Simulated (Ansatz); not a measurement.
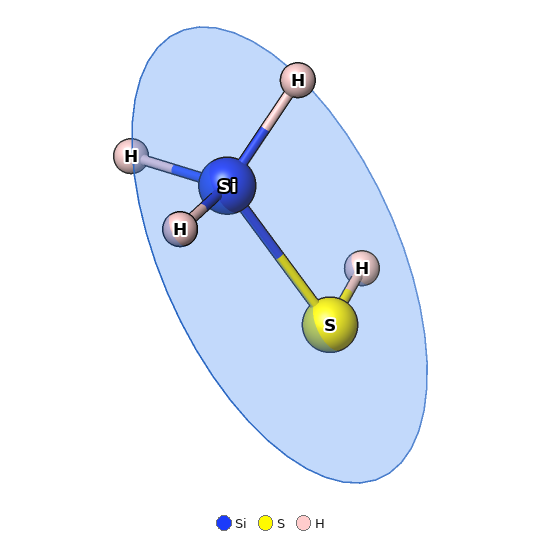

All proper rotation axes (lines) and mirror planes (discs) of the structure are drawn in. Depth is shown by fading: the farther an atom, the more it takes the colour of the background. The computed structure is the end point of a PBE0-D4/def2-TZVP optimisation.

Q: Name the symmetry elements and the point group.

A: It has 1 mirror plane. Point group Cs. The group has 2 operations. The geometry is achiral, and symmetry allows a dipole moment.
